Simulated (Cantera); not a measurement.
Charge: 1 mol AlN, 3.3 mol N2, equilibrated at 3.50 mbar.

Equilibrium computed with Cantera from the NASA thermochemical tables; the gas is ideal and each condensed phase is pure. Candidate condensed phases: Al, AlN; 12 gas species. Ions and electrons are included (thermal ionisation). Equilibrium is a limit: real reactors are often held back by kinetics, nucleation or transport.

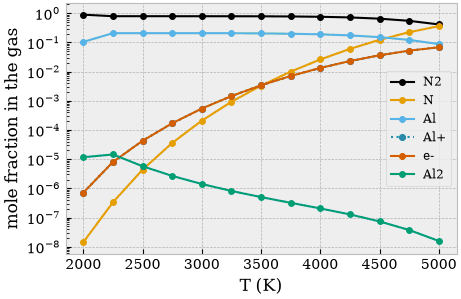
Figure: Equilibrium gas composition (values under 1e-9 drawn at 1e-9)

Read off the mole fractions at 2750 K.

N2 about 0.79, Al about 0.21, Al+ about 0.00017, e- about 0.00017, N about 3.6e-5, Al2 about 2.7e-6.
